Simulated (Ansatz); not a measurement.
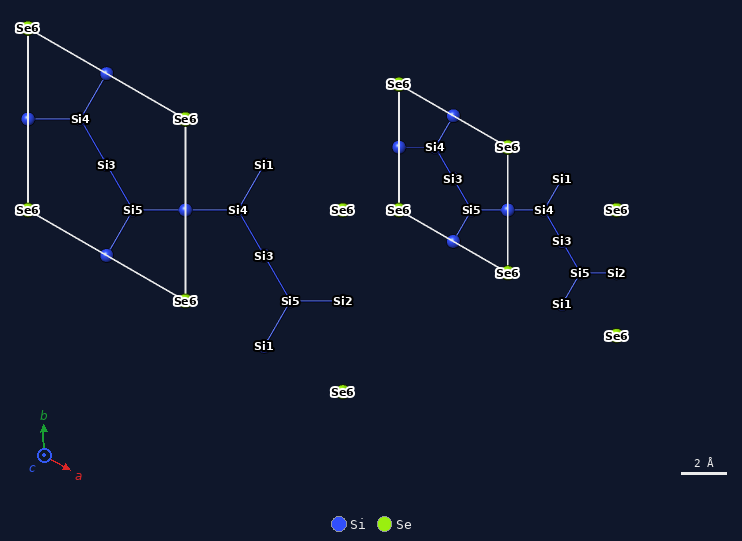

Two geometries of a crystal of Si5Se (a generated structure, set up in P6/mmm) (coarse preliminary run), drawn at one scale. One is the start of a relaxation, the other its converged end. The picture is a ball-and-stick view of the cell of the calculation, repeated 2 × 1 × 1 with one cell outlined, seen along the c axis.

Computed with Ansatz 0.2.0, DFT PBE, scalar-relativistic, plane waves, PAW. Set-up: plane-wave cutoff 420 eV; k-point mesh 6 × 6 × 6; occupations gaussian; smearing width 0.1 eV; no spin polarisation; cell and atoms relaxed; force threshold 0.04 eV/Å; at most 70 steps.

Q: Which geometry has the lower energy?

A: The left one is the relaxed one. Over 15 accepted moves (17 points after the start) the energy falls by 34.115 eV per cell of the calculation. All forces vanish by symmetry, so only the cell relaxes. The pressure goes from 133.21 to 0.04 GPa. The SCF was repeated twice at an unchanged geometry on a basis and grid sized afresh for the cell, which shifted the energy by 0.569 eV per cell of the calculation at most. No atom moves by more than 0.005 Å relative to the cell. The volume changes by +45.4 %, with a = b 5.703 → 8.253 Å (+44.7 %), c 3.558 → 2.470 Å (−30.6 %). Near-neighbour distances that change, for instance: Si1–Si2 2.851 → 4.127 Å, Si1–Si1 3.558 → 2.470 Å, Se6–Se6 3.558 → 2.470 Å, Si1–Si4 1.646 → 2.382 Å. The space group stays P6/mmm (No. 191).
